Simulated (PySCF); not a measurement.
## Geometry relaxation, with input and output: C4H8OSi

System: C4H8OSi, SMILES CC(=O)[SiH]1CC1.
Method: PBE0-D3(BJ)/def2-SVP geometry optimisation, gas phase (PySCF 2.14.0).

It belongs to a series of runs on one base structure; here: H on Si replaced by COCH3.

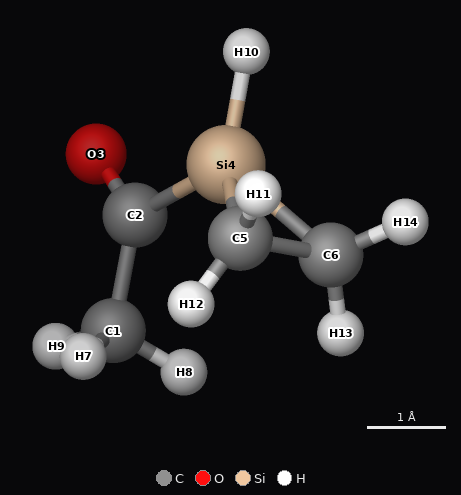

**Figure 1.** The structure as given in the input (ball-and-stick view, seen at a tilt; atoms are numbered from 1 in the order of the input). Bond lengths as drawn: C–C 1.51 to 1.52 Å, C–H 1.07 to 1.11 Å, C–O 1.20 Å, C–Si 1.86 to 1.92 Å and H–Si 1.47 Å.

Results in brief:

- outcome: converged
- total energy: −521.264509 hartree
- dipole moment: 2.59 D
- point group: C1
- hardware: 1 CPU thread, shared host
- wall time: 63 s
- peak memory: 0.5 GiB

The input:
```
{"job": {"xc": "PBE0", "basis": "def2-SVP", "d3": "d3bj", "grid": 1, "shake": 0.01, "kind": "geom"}, "charge": 0, "multiplicity": 1}
C      1.979430     0.059020    -0.254030
C      1.393020     0.128100     1.135580
O      2.083430     0.232610     2.110090
Si    -0.448350     0.021270     1.369230
C     -1.607790     0.652650    -0.019150
C     -1.507470    -0.857940     0.043730
H      1.524100     0.874530    -0.856780
H      1.711400    -0.862900    -0.718760
H      3.039110     0.200670    -0.222800
H     -0.931730     0.037840     2.761650
H     -2.575150     1.071250     0.263610
H     -1.189850     1.137670    -0.880860
H     -1.056580    -1.332400    -0.807150
H     -2.420730    -1.377450     0.347920
```

The first line tells a small driver script what to run in PySCF; the rest is the geometry in Å.

Run as:
```bash
OMP_NUM_THREADS=1 python <driver script> task.json out
```

Output:
```
step   0  E = -521.25921267  max force = 0.033432
step   1  E = -521.26404315  max force = 0.005131
step   2  E = -521.26430975  max force = 0.002247
step   3  E = -521.26435137  max force = 0.002500
step   4  E = -521.26440392  max force = 0.001119
step   5  E = -521.26442224  max force = 0.000378
step   6  E = -521.26444029  max force = 0.000377
step   7  E = -521.26445485  max force = 0.000583
step   8  E = -521.26447818  max force = 0.000745
step   9  E = -521.26449145  max force = 0.000863
step  10  E = -521.26450064  max force = 0.000613
step  11  E = -521.26450950  max force = 0.000346
optimisation converged
```

Trajectory as extended XYZ (Å, eV, eV/Å), 8 of the 12 frames kept, from step=0 to step=11:
```
14
Properties=species:S:1:pos:R:3:forces:R:3 step=0 energy=-14184.18565
C     1.9794    0.0590   -0.2540   -1.1039   1.4311   0.3039
C     1.3930    0.1281    1.1356    0.3853  -0.2162  -1.1121
O     2.0834    0.2326    2.1101    0.7331   0.1834   1.1514
Si   -0.4484    0.0213    1.3692   -1.7191  -0.1330  -0.8960
C    -1.6078    0.6526   -0.0192    0.0059  -0.4693   1.0035
C    -1.5075   -0.8579    0.0437   -0.1587   0.5185   0.7006
H     1.5241    0.8745   -0.8568    0.1396  -0.2510   0.0488
H     1.7114   -0.8629   -0.7188   -0.2313  -1.1123  -0.5854
H     3.0391    0.2007   -0.2228    1.0593   0.0134   0.0848
H    -0.9317    0.0378    2.7616   -0.0050   0.0046   0.1231
H    -2.5751    1.0713    0.2636   -0.0696   0.1786   0.1364
H    -1.1899    1.1377   -0.8809    0.4060   0.4008  -0.6105
H    -1.0566   -1.3324   -0.8072    0.5441  -0.4521  -0.5349
H    -2.4207   -1.3775    0.3479    0.0142  -0.0965   0.1865
14
Properties=species:S:1:pos:R:3:forces:R:3 step=2 energy=-14184.32435
C     1.9828   -0.0916   -0.2510   -0.0151  -0.0200  -0.0753
C     1.3885   -0.0654    1.1321    0.0736   0.0008   0.0494
O     2.0753    0.0046    2.1280   -0.0555  -0.0140  -0.0085
Si   -0.5154   -0.1115    1.3396   -0.0106   0.1156  -0.0225
C    -1.5341    0.8575    0.1006   -0.0184   0.0169  -0.0556
C    -1.6104   -0.6557   -0.0756   -0.0209  -0.0784   0.0226
H     1.5515    0.7090   -0.8734   -0.0011  -0.0015   0.0034
H     1.7376   -1.0471   -0.7446    0.0076   0.0152   0.0109
H     3.0740    0.0264   -0.1917   -0.0146  -0.0043   0.0102
H    -0.9788   -0.2091    2.7431   -0.0056  -0.0275   0.0000
H    -2.4436    1.3627    0.4447    0.0100  -0.0160   0.0312
H    -1.0229    1.4259   -0.6853    0.0261  -0.0117   0.0267
H    -1.1465   -1.0882   -0.9696    0.0122   0.0261  -0.0006
H    -2.5663   -1.1349    0.1656    0.0123  -0.0012   0.0081
14
Properties=species:S:1:pos:R:3:forces:R:3 step=3 energy=-14184.32548
C     1.9769   -0.0955   -0.2575    0.0202   0.0568   0.0762
C     1.3916   -0.0558    1.1320   -0.1286  -0.0161  -0.0230
O     2.0688    0.0095    2.1336    0.0893  -0.0045  -0.0546
Si   -0.5124   -0.0933    1.3383    0.0179   0.0486   0.0614
C    -1.5423    0.8578    0.1013   -0.0328  -0.0045  -0.0158
C    -1.5965   -0.6573   -0.0746   -0.0487  -0.0428   0.0240
H     1.5485    0.7060   -0.8818    0.0103  -0.0160   0.0261
H     1.7224   -1.0506   -0.7423   -0.0173  -0.0425  -0.0074
H     3.0680    0.0120   -0.2029    0.0490   0.0117  -0.0129
H    -0.9785   -0.2048    2.7406    0.0040  -0.0195  -0.0065
H    -2.4554    1.3507    0.4521   -0.0080  -0.0033   0.0098
H    -1.0317    1.4349   -0.6758    0.0215   0.0201  -0.0436
H    -1.1231   -1.0796   -0.9674    0.0118   0.0051  -0.0255
H    -2.5447   -1.1516    0.1667    0.0114   0.0069  -0.0082
14
Properties=species:S:1:pos:R:3:forces:R:3 step=5 energy=-14184.32741
C     1.9801   -0.0933   -0.2591   -0.0149   0.0110   0.0062
C     1.3926   -0.0495    1.1284    0.0138  -0.0027  -0.0185
O     2.0823    0.0085    2.1222   -0.0022  -0.0060   0.0183
Si   -0.5114   -0.0778    1.3410    0.0000   0.0194   0.0113
C    -1.5558    0.8554    0.0995    0.0119  -0.0095  -0.0033
C    -1.5945   -0.6618   -0.0674   -0.0016  -0.0035   0.0069
H     1.5582    0.7108   -0.8832    0.0001  -0.0019  -0.0052
H     1.7187   -1.0481   -0.7434   -0.0017  -0.0042  -0.0050
H     3.0729    0.0075   -0.2031    0.0008   0.0020  -0.0008
H    -0.9729   -0.2000    2.7435    0.0010  -0.0036  -0.0003
H    -2.4720    1.3404    0.4537   -0.0006   0.0020  -0.0002
H    -1.0517    1.4335   -0.6830   -0.0085   0.0010  -0.0080
H    -1.1178   -1.0786   -0.9617    0.0017  -0.0019  -0.0011
H    -2.5373   -1.1644    0.1752   -0.0001  -0.0022  -0.0001
14
Properties=species:S:1:pos:R:3:forces:R:3 step=6 energy=-14184.32790
C     1.9758   -0.0869   -0.2630    0.0090  -0.0046  -0.0121
C     1.3955   -0.0464    1.1270    0.0067   0.0040   0.0151
O     2.0891    0.0026    2.1189   -0.0089  -0.0081  -0.0094
Si   -0.5079   -0.0678    1.3453   -0.0099   0.0035  -0.0194
C    -1.5586    0.8508    0.0968    0.0172  -0.0115   0.0066
C    -1.5898   -0.6678   -0.0585    0.0082   0.0069  -0.0038
H     1.5548    0.7212   -0.8824   -0.0033   0.0010  -0.0024
H     1.7073   -1.0390   -0.7502    0.0064   0.0128   0.0057
H     3.0696    0.0091   -0.2122   -0.0113  -0.0029  -0.0019
H    -0.9670   -0.1924    2.7482   -0.0014   0.0087   0.0021
H    -2.4764    1.3340    0.4499    0.0010   0.0012  -0.0035
H    -1.0597    1.4251   -0.6925   -0.0112  -0.0031   0.0099
H    -1.1110   -1.0862   -0.9513   -0.0025  -0.0053   0.0099
H    -2.5302   -1.1738    0.1863   -0.0002  -0.0024   0.0033
14
Properties=species:S:1:pos:R:3:forces:R:3 step=8 energy=-14184.32893
C     1.9658   -0.0540   -0.2839    0.0262  -0.0088  -0.0277
C     1.4068   -0.0414    1.1149   -0.0019   0.0099   0.0383
O     2.1143   -0.0348    2.0985   -0.0146  -0.0080  -0.0381
Si   -0.4941   -0.0396    1.3550   -0.0085  -0.0335  -0.0233
C    -1.5664    0.8273    0.0887   -0.0073   0.0020   0.0121
C    -1.5839   -0.6956   -0.0180    0.0123   0.0115  -0.0185
H     1.5482    0.7755   -0.8768   -0.0038   0.0039   0.0051
H     1.6764   -0.9891   -0.7921    0.0079   0.0140   0.0123
H     3.0616    0.0242   -0.2476   -0.0102  -0.0055  -0.0009
H    -0.9394   -0.1440    2.7640   -0.0021   0.0278   0.0048
H    -2.4850    1.3118    0.4385    0.0011  -0.0043  -0.0034
H    -1.0878    1.3820   -0.7267    0.0050  -0.0041   0.0198
H    -1.1079   -1.1362   -0.9017   -0.0057  -0.0037   0.0100
H    -2.5171   -1.2035    0.2496    0.0017  -0.0012   0.0095
14
Properties=species:S:1:pos:R:3:forces:R:3 step=9 energy=-14184.32929
C     1.9591   -0.0226   -0.3062    0.0225  -0.0044  -0.0238
C     1.4170   -0.0414    1.0993   -0.0032   0.0081   0.0278
O     2.1362   -0.0761    2.0736   -0.0155  -0.0030  -0.0333
Si   -0.4810   -0.0198    1.3614   -0.0009  -0.0444  -0.0097
C    -1.5724    0.8045    0.0842   -0.0282   0.0155   0.0078
C    -1.5840   -0.7205    0.0212    0.0103   0.0048  -0.0173
H     1.5460    0.8284   -0.8709   -0.0014   0.0036   0.0070
H     1.6518   -0.9393   -0.8365    0.0032   0.0064   0.0087
H     3.0561    0.0391   -0.2808   -0.0034  -0.0051  -0.0003
H    -0.9107   -0.0921    2.7773    0.0000   0.0288   0.0038
H    -2.4892    1.2940    0.4320    0.0007  -0.0068   0.0000
H    -1.1104    1.3389   -0.7539    0.0186  -0.0043   0.0167
H    -1.1159   -1.1857   -0.8539   -0.0053   0.0006   0.0032
H    -2.5110   -1.2249    0.3155    0.0025   0.0002   0.0094
14
Properties=species:S:1:pos:R:3:forces:R:3 step=11 energy=-14184.32979
C     1.9591   -0.0089   -0.3232   -0.0052   0.0014   0.0086
C     1.4219   -0.0491    1.0846   -0.0077  -0.0013  -0.0170
O     2.1460   -0.1047    2.0537    0.0113   0.0015   0.0121
Si   -0.4736   -0.0224    1.3629    0.0056  -0.0043   0.0060
C    -1.5731    0.7953    0.0893   -0.0178   0.0112  -0.0037
C    -1.5939   -0.7300    0.0415    0.0002  -0.0046   0.0055
H     1.5508    0.8567   -0.8689    0.0028   0.0007   0.0001
H     1.6424   -0.9129   -0.8685   -0.0058  -0.0037  -0.0053
H     3.0564    0.0420   -0.3001    0.0038  -0.0004  -0.0004
H    -0.8898   -0.0585    2.7844    0.0045  -0.0022   0.0003
H    -2.4848    1.2927    0.4386    0.0001  -0.0001   0.0018
H    -1.1120    1.3186   -0.7558    0.0090  -0.0027  -0.0027
H    -1.1388   -1.2105   -0.8318   -0.0010   0.0036  -0.0051
H    -2.5192   -1.2256    0.3556    0.0000   0.0010  -0.0002
```

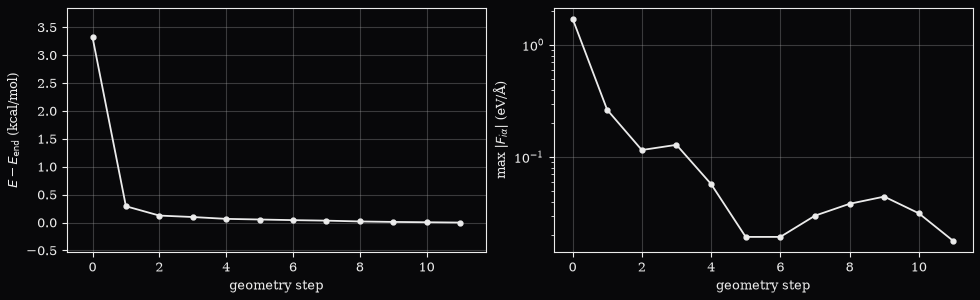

**Figure 2.** Progress of the relaxation, step by step (steps are counted from 0).

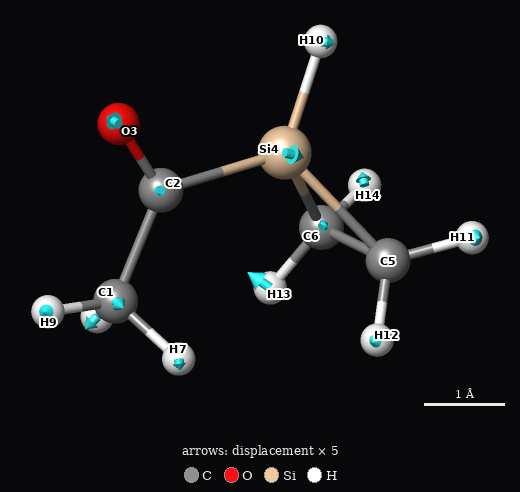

**Figure 3.** The starting structure with the displacements as teal arrows, magnified 5 times (ball-and-stick view, seen at a tilt). The two geometries are laid on each other by the best rigid fit. After 11 geometry steps the energy has fallen by 3.32 kcal/mol. The largest force component goes from 1.7 to 0.018 eV/Å. H13 moves most after the best rigid fit: 0.070 Å. Largest moves by element: H 0.070 Å, Si 0.061 Å, O 0.053 Å, C 0.034 Å. Among the contacts that change: C2–Si4 1.859 → 1.916 Å, Si4–C5 1.916 → 1.871 Å, Si4–C6 1.911 → 1.871 Å, C1–H8 1.067 → 1.102 Å. Among the angles that change: C2–C1–H7 107.8° → 110.6°, Si4–C6–H13 121.4° → 118.7°, H8–C1–H9 112.1° → 109.6°. (Atoms are counted from 1 in the order of the input.)
